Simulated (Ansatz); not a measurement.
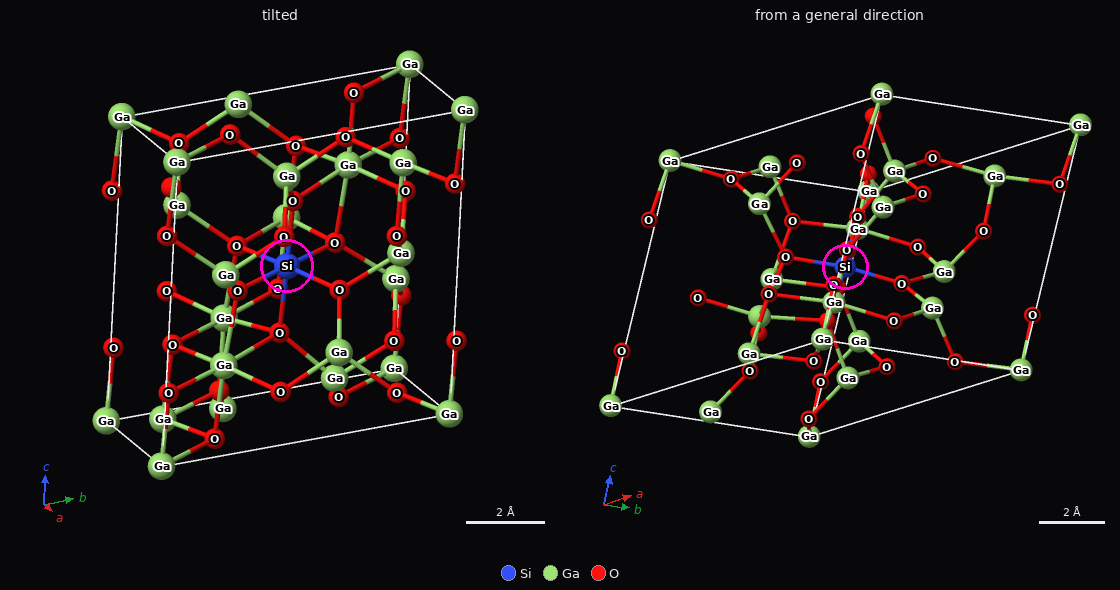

The figure gives a ball-and-stick picture of the atoms, viewed slightly off an axis and from a general direction. The edges of the supercell are marked. The host is Ga2O3, in a cell of 40 sites, and the cell is neutral. A ring marks the defect's site.

Name the defect and give its surroundings.

Silicon on a gallium site (a substitutional impurity). It is bonded to six O in a distorted octahedral arrangement at about 1.8 to 1.9 Å.

Results below were computed with DFT PBE, scalar-relativistic, plane waves, PAW in Ansatz; the settings were 420 eV cutoff, k-point mesh 2×2×2, Gaussian smearing of 0.01 eV, collinear spins.

Is there a net spin in the supercell?

No net moment.

The atoms were relaxed in the host's cell with DFT PBE, scalar-relativistic, plane waves, PAW (Ansatz).
